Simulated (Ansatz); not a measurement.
**H$_{6}$OSi$_{2}$: density, localisation and related maps**

Input

```
crystal:
  periodic: [false, false, false]
  atoms:
    - {symbol: Si, position_ang: [-0.682381, -1.008079, -0.990834]}
    - {symbol: H, position_ang: [0.373538, -2.040822, -1.157623]}
    - {symbol: O, position_ang: [-0.044274, 0.349149, -0.343324]}
    - {symbol: Si, position_ang: [0.675662, 1.061396, 0.938444]}
    - {symbol: H, position_ang: [-1.256933, -0.665238, -2.313954]}
    - {symbol: H, position_ang: [-1.750225, -1.547014, -0.107849]}
    - {symbol: H, position_ang: [-0.242111, 1.058791, 2.107679]}
    - {symbol: H, position_ang: [1.006024, 2.458441, 0.567785]}
    - {symbol: H, position_ang: [1.920600, 0.333477, 1.299774]}
basis:
  gaussian: {orbitals: def2-TZVPP}
hamiltonian: {xc: pbe0, dispersion: d4}
output: {orbitals: {seedname: orbitals}}
```

Command:

```sh
ansatz run in.yaml --threads 2 --pin off --events-out ev --progress --plain --max-ram 4352MiB
```

The product side of a reaction path; geometry: PBE0-D4/def2-TZVP.

All numbers below come from RKS PBE0-D4/def2-TZVPP in Ansatz 0.2.0.

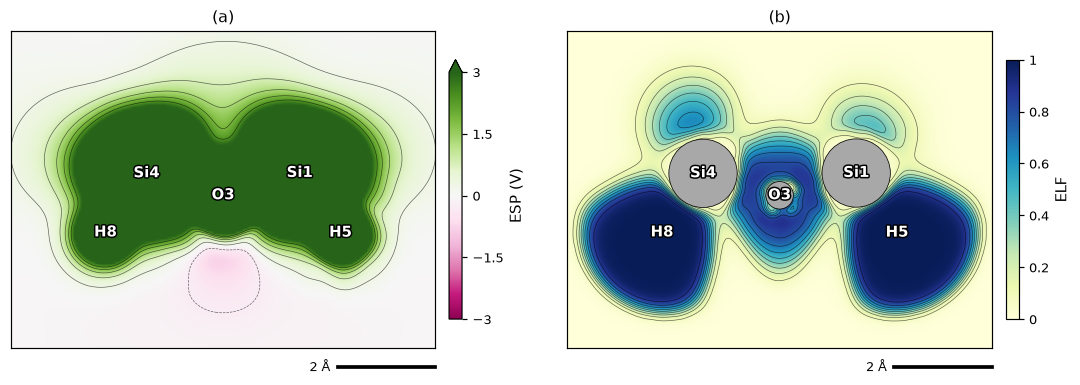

Figure 1. (a) electrostatic potential; (b) ELF on the plane of atoms O3, Si1 and H5. Grey discs cover the atomic cores in the ELF map.

Interpret the plot.

Atoms in the plane: Si, O and H. Si–O (1.63 Å): the ELF peaks at about 0.85 between the atoms, as expected for a polar covalent bond. Si–H (1.48 Å): the ELF climbs to about 1 towards the hydrogen, as it does in any bond to H. The ELF also peaks beside O3, away from the bonds: lone-pair regions. Outside the dense part of the molecule the potential is most negative (−0.8 V) near O3.

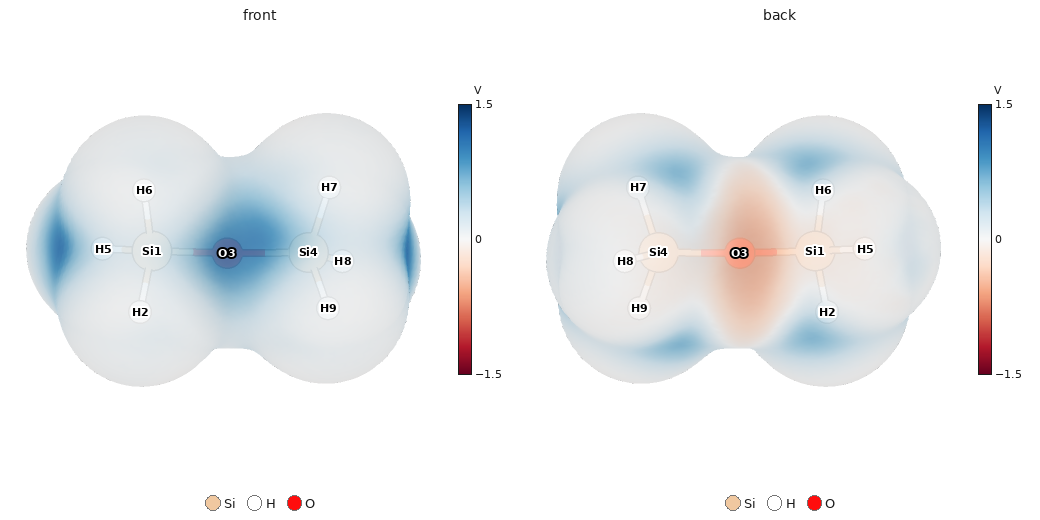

Figure 2. The molecular electrostatic potential painted on the density surface at 0.001 e/bohr³, seen from the front and from behind; the colour scale runs from red (negative) to blue (positive).

Where is the surface potential most negative and most positive?

The most negative region (about −0.5 V) lies over O3, the most positive (about +1.1 V) over Si1 and Si4.

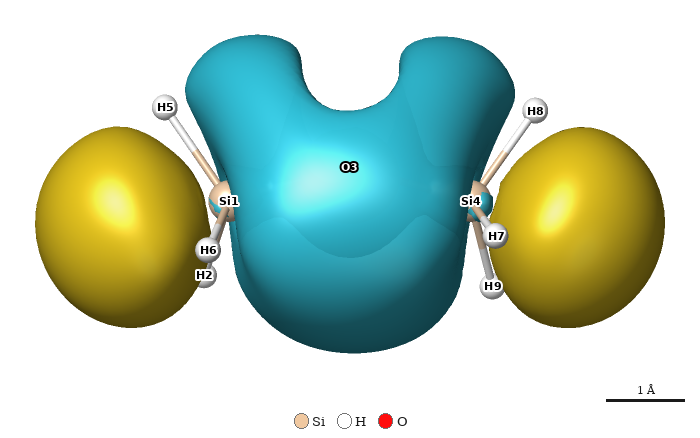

Figure 3. The LUMO at ±0.08 Å⁻³ᐟ² (yellow and cyan are the two phases), seen from one side.

Where does this orbital lie, and at what energy?

It lies mainly on Si1 (about 35 %), Si4 (about 35 %) and O3 (about 10 %). Its energy is −0.22 eV.

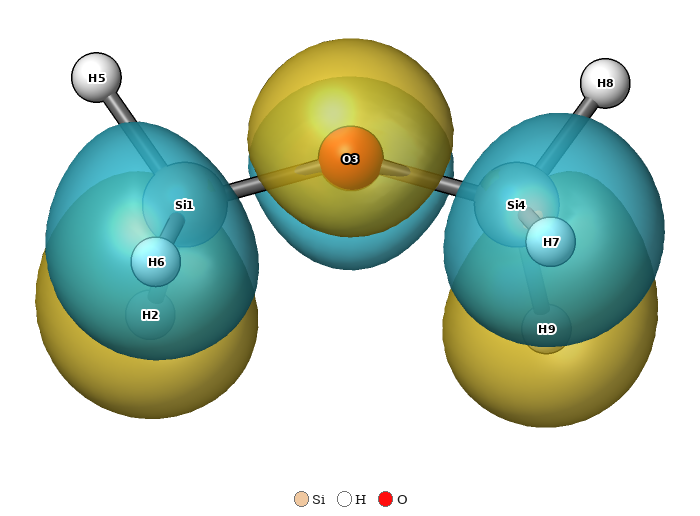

Figure 4. The HOMO at ±0.08 Å⁻³ᐟ² (yellow and cyan are the two phases), seen from one side.

What is the character of this orbital?

It lies mainly on O3 (about 30 %), Si1 (about 15 %), Si4 (about 15 %), H2 (about 10 %), H7 (about 10 %), H6 (about 10 %) and H9 (about 10 %). Its energy is −8.74 eV.
